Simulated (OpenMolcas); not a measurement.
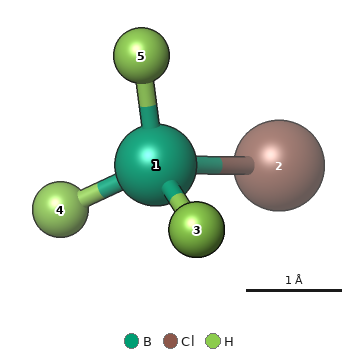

The structure as given in the input (ball-and-stick view, seen at a tilt; atoms are numbered from 1 in the order of the input). Bond lengths as drawn: B–Cl 1.87 Å and B–H 1.21 Å.

Single-point calculation of BH3Cl (part 1 of 2)

BH3Cl, multiplicity 2, computed with NEVPT2/aug-cc-pVDZ (OpenMolcas 26.06).

The geometry comes from this level: GFN2-xTB.

**Log**
```
--- Start Module: gateway ---

                                              &GATEWAY

                       available to each process: 1.9 GB of memory, 1 thread

++    Symmetry information:
      ---------------------

                    Character Table for C1

                             E
                    a        1  x, y, xy, Rz, z, xz, Ry, yz, Rx, I
--

++    Basis set information:
      ----------------------

      Basis set label: B.AUG-CC-PVDZ.........

      Electronic valence basis set:
      ------------------
      Associated Effective Charge   5.000000 au
      Associated Actual Charge      5.000000 au
      Nuclear Model: Point charge

      Shell  nPrim  nBasis  Cartesian Spherical Contaminant
         s      10       4        X
         p       5       3        X
         d       2       2                 X

      Basis set label: CL.AUG-CC-PVDZ.........

      Electronic valence basis set:
      ------------------
      Associated Effective Charge  17.000000 au
      Associated Actual Charge     17.000000 au
      Nuclear Model: Point charge

      Shell  nPrim  nBasis  Cartesian Spherical Contaminant
         s      13       5        X
         p       9       4        X
         d       2       2                 X

      Basis set label: H.AUG-CC-PVDZ.........

      Electronic valence basis set:
      ------------------
      Associated Effective Charge   1.000000 au
      Associated Actual Charge      1.000000 au
      Nuclear Model: Point charge

      Shell  nPrim  nBasis  Cartesian Spherical Contaminant
         s       5       3        X
         p       2       2        X
--

++    Molecular structure info:
      -------------------------

                    ************************************************
                    **** Cartesian Coordinates / bohr, angstrom ****
                    ************************************************

     Center  Label                x              y              z                     x              y              z
        1      B1               0.155695      -0.090461       0.256870              0.082390      -0.047870       0.135930
        2      CL2             -1.598444       0.938155      -2.639891             -0.845860       0.496450      -1.396970
        3      H3               2.311286      -0.481162      -0.383747              1.223080      -0.254620      -0.203070
        4      H4              -0.869463      -1.986764       1.006714             -0.460100      -1.051350       0.532730
        5      H5               0.000945       1.620232       1.760072              0.000500       0.857390       0.931390

                    ***************************************
                    *    InterNuclear Distances / bohr    *
                    ***************************************

               1 B1            2 CL2           3 H3            4 H4            5 H5
    1 B1       0.000000
    2 CL2      3.539248        0.000000
    3 H3       2.282458        4.731874        0.000000
    4 H4       2.282362        4.731203        3.783832        0.000000
    5 H5       2.282550        4.731062        3.788073        3.786235        0.000000

                    *******************************************
                    *    InterNuclear Distances / angstrom    *
                    *******************************************

               1 B1            2 CL2           3 H3            4 H4            5 H5
    1 B1       0.000000
    2 CL2      1.872889        0.000000
    3 H3       1.207825        2.504000        0.000000
    4 H4       1.207774        2.503645        2.002317        0.000000
    5 H5       1.207873        2.503570        2.004562        2.003589        0.000000

                    **************************************
                    *    Valence Bond Angles / degree    *
                    **************************************
                          Atom centers                 Phi
                      3 H3       1 B1       4 H4       111.97
                      3 H3       1 B1       5 H5       112.16
                      4 H4       1 B1       5 H5       112.08
--

            Nuclear Potential Energy             42.15974792 au

--- Stop Module: gateway /rc=_RC_ALL_IS_WELL_ ---

--- Start Module: seward ---

                                              &SEWARD

                       available to each process: 1.9 GB of memory, 1 thread

               SEWARD will generate:
                  Multipole Moment integrals up to order  2
                  Kinetic Energy integrals
                  Nuclear Attraction integrals (point charge)
                  One-Electron Hamiltonian integrals
                  Velocity integrals
                  Orbital angular momentum around ( -1.0760   0.6317  -1.7772 )
                  Velocity quadrupole around ( -1.0760   0.6317  -1.7772 )
                  RI decomposed two-electron repulsion integrals stored Cholesky style
                   - acCD auxiliary basis
                   - CD Threshold:   1.00E-04

                   Integrals are discarded if absolute value <: 1.00E-14
                   Integral cutoff threshold is set to       <: 1.00E-16

            Nuclear Potential Energy             42.15974792 au

      Basis set specifications :
      Symmetry species         a
      Basis functions           77

--- Stop Module: seward /rc=_RC_ALL_IS_WELL_ ---
--- Module seward spent 1 second ---

--- Start Module: rasscf ---

                                              &RASSCF

                       available to each process: 1.9 GB of memory, 1 thread

      Header of the ONEINT file:
      --------------------------

      OrdInt status: non-squared

      Cartesian coordinates in angstrom:
      -----------------------------------------------------
      No.  Label        X            Y            Z
      -----------------------------------------------------
       1   B1         0.08239000  -0.04787000   0.13593000
       2   CL2       -0.84586000   0.49645000  -1.39697000
       3   H3         1.22308000  -0.25462000  -0.20307000
       4   H4        -0.46010000  -1.05135000   0.53273000
       5   H5         0.00050000   0.85739000   0.93139000
      -----------------------------------------------------
      Nuclear repulsion energy =   42.15974792

++    Wave function specifications:
      -----------------------------

      Number of closed shell electrons          22
      Number of electrons in active shells       3
      Max number of holes in RAS1 space          0
      Max nr of electrons in RAS3 space          0
      Number of inactive orbitals               11
      Number of active orbitals                  4
      Number of secondary orbitals              62
      Spin quantum number                      0.5
      State symmetry                             1
--

++    Orbital specifications:
      -----------------------

      Symmetry species                           1
                                                 a
      Frozen orbitals                            0
      Inactive orbitals                         11
      Active orbitals                            4
      RAS1 orbitals                              0
      RAS2 orbitals                              4
      RAS3 orbitals                              0
      Secondary orbitals                        62
      Deleted orbitals                           0
      Number of basis functions                 77
--

++    CI expansion specifications:
      ----------------------------

      Number of CSFs                            20
      Number of determinants                    24
      Number of root(s) required                 1
      Root chosen for geometry opt.              1
      CI root used                               1

      highest root included in the CI            1
      max. size of the explicit Hamiltonian     20
--

++    Optimization specifications:
      ----------------------------

      RASSCF algorithm: LK RI/DF
      Maximum number of macro iterations       200
      Maximum number of SX iterations          100
      Threshold for RASSCF energy            1.000E-08
      Threshold for max MO rotation          1.000E-01
      Threshold for max BLB element          1.000E-04
      Level shift parameter                  5.000E-01
      Make Quasi-Newton update
--

      The MO-coefficients are taken from the file:
      step2.RasOrb
      Title: RASSCF average (pseudo-natural) orbitals

      Total molecular charge    0.00

      ************************************************************************************************************************
      *                                            Wave function control section                                             *
      ************************************************************************************************************************

                                         RASSCF iterations: Energy and convergence statistics
                                         ----------------------------------------------------

          iter iter root      energy       change     param      element    value   shift minimum  type update hh:mm:ss
 Nr of preliminary CI iterations:   1
        1   1  101    1  -485.77365337    0.00E+00  -8.87E-02    5  12 1  1.67E-01*  0.50   0.00    SX    NO    0:00:00
        2   1   25    1  -485.84033544   -6.67E-02* -6.62E-02   10  12 1  3.35E-02*  0.40   0.00    SX    NO    0:00:00
        3   1    9    1  -485.84852677   -8.19E-03* -4.24E-02   10  12 1  2.15E-02*  0.38   0.00    SX    NO    0:00:00
        4   1   11    1  -485.85109507   -2.57E-03* -2.97E-02   10  12 1  1.52E-02*  0.37   0.00    SX    NO    0:00:00
        5   1    9    1  -485.85222946   -1.13E-03* -3.86E-02   10  12 1  1.12E-02*  0.37   2.50    LS   YES    0:00:00
        6   1    9    1  -485.85310700   -8.78E-04* -2.85E-02   10  12 1  5.99E-03*  0.37   1.82    LS   YES    0:00:00
        7   1    9    1  -485.85332357   -2.17E-04*  1.16E-02   11  29 1  4.44E-03*  0.37   1.10    QN   YES    0:00:00
        8   1    8    1  -485.85351405   -1.90E-04*  1.61E-02   11  29 1  2.77E-03*  0.37   2.50    LS   YES    0:00:00
        9   1    9    1  -485.85362701   -1.13E-04*  6.24E-03   11  54 1  1.31E-03*  0.37   1.17    QN   YES    0:00:00
       10   1    8    1  -485.85365301   -2.60E-05*  3.15E-03    7  69 1 -6.04E-04*  0.37   1.51    LS   YES    0:00:00
       11   1    8    1  -485.85365604   -3.03E-06*  1.97E-03    7  69 1 -7.63E-04*  0.37   0.95    QN   YES    0:00:00
       12   1    7    1  -485.85366028   -4.24E-06*  1.48E-03   11  29 1 -3.16E-04*  0.37   1.76    LS   YES    0:00:00
       13   1    7    1  -485.85366145   -1.17E-06*  1.43E-03    7  69 1  4.17E-04*  0.37   1.16    QN   YES    0:00:00
       14   1    7    1  -485.85366220   -7.50E-07*  1.27E-03    7  69 1  1.91E-04*  0.37   1.89    LS   YES    0:00:00
       15   1    7    1  -485.85366246   -2.61E-07*  5.80E-04    5  51 1  1.41E-04*  0.37   1.16    QN   YES    0:00:00
       16   1    6    1  -485.85366267   -2.07E-07*  6.29E-04    7  69 1 -6.44E-05   0.37   2.09    LS   YES    0:00:00
       17   1    6    1  -485.85366274   -7.16E-08*  2.44E-04    7  69 1 -1.30E-04*  0.37   0.95    QN   YES    0:00:00
       18   1    6    1  -485.85366280   -5.78E-08*  2.33E-04    7  69 1 -3.79E-05   0.37   1.96    LS   YES    0:00:00
       19   1    6    1  -485.85366282   -1.87E-08* -1.93E-04    7  69 1  5.03E-05   0.37   1.02    QN   YES    0:00:00
       20   1    5    1  -485.85366283   -1.38E-08* -2.73E-04    7  69 1  2.55E-05   0.37   2.00    QN   YES    0:00:00
       21   1    5    1  -485.85366284   -9.87E-09  -5.12E-05   11  12 1  1.16E-05   0.37   1.12    QN   YES    0:00:00
      Convergence after 21 iterations
       22   1    5    1  -485.85366284   -1.64E-09  -5.12E-05   11  12 1  1.16E-05   0.37   1.12    QN   YES    0:00:00

      ************************************************************************************************************************
                                                      Wave function printout:
                       occupation of active orbitals, and spin coupling of open shells (u,d: Spin up or down)
      ************************************************************************************************************************

      Note: transformation to natural orbitals
      has been made, which may change the order of the CSFs.

      printout of CI-coefficients larger than  0.05 for root  1
      energy=    -485.853663
      conf/sym  1111     Coeff  Weight
             2  u200   0.99442 0.98887
            11  u020  -0.06652 0.00443
            16  0udu  -0.05126 0.00263

      Natural orbitals and occupation numbers for root  1
      sym 1:   0.998855   1.981230   0.012346   0.007570

      ************************************************************************************************************************
      *                                                    Final results                                                     *
      ************************************************************************************************************************

++    Final optimization conditions:
      ------------------------------

      Average CI energy                            -485.85366284
      RASSCF energy for state  1                   -485.85366284
      Super-CI energy                                -0.00000000
      RASSCF energy change                           -0.00000000
      Max change in MO coefficients               1.575E-04
      Max non-diagonal density matrix element    -5.121E-05
      Maximum BLB matrix element                  1.164E-05
      (orbital pair  11,  12 in symmetry   1)
      Norm of electronic gradient            2.739E-05
--

      Final state energy(ies):
      ------------------------

::    RASSCF root number  1 Total energy:   -485.85366284

++    Molecular orbitals:
      -------------------

      Pseudonatural active orbitals and approximate occupation numbers

      MOLECULAR ORBITALS FOR SYMMETRY SPECIES 1: a

      INDEX  ENERGY  OCCUPATION COEFFICIENTS ...
          1 -104.9460    2.0000
                24 CL2    1s     ( 1.0000)
          2  -10.6687    2.0000
                25 CL2    2s     ( 1.0059)
          3   -8.1363    2.0000
                29 CL2    2px    (-0.2210)  33 CL2    2py    ( 0.8673)  37 CL2    2pz    ( 0.4463)
          4   -8.1326    2.0000
                29 CL2    2px    ( 0.8393)  33 CL2    2py    ( 0.4019)  37 CL2    2pz    (-0.3655)
          5   -8.1319    2.0000
                29 CL2    2px    ( 0.4962)  33 CL2    2py    (-0.2937)  37 CL2    2pz    ( 0.8166)
          6   -7.5842    2.0000
                 1 B1     1s     (-1.0020)
          7   -1.1123    2.0000
                 2 B1     2s     ( 0.2341)   3 B1     *s     (-0.3786)  11 B1     2pz    (-0.1384)  26 CL2    3s     ( 0.8608)
                30 CL2    3px    ( 0.1682)  38 CL2    3pz    ( 0.2771)
          8   -0.6502    2.0000
                 2 B1     2s     ( 0.6165)   3 B1     *s     ( 0.1425)   4 B1     *s     (-0.1072)   5 B1     2px    ( 0.1082)
                11 B1     2pz    ( 0.1889)  26 CL2    3s     (-0.2570)  51 H3     1s     ( 0.3764)  52 H3     *s     (-0.2250)
                60 H4     1s     ( 0.3764)  61 H4     *s     (-0.2251)  69 H5     1s     ( 0.3978)  70 H5     *s     (-0.2356)
```
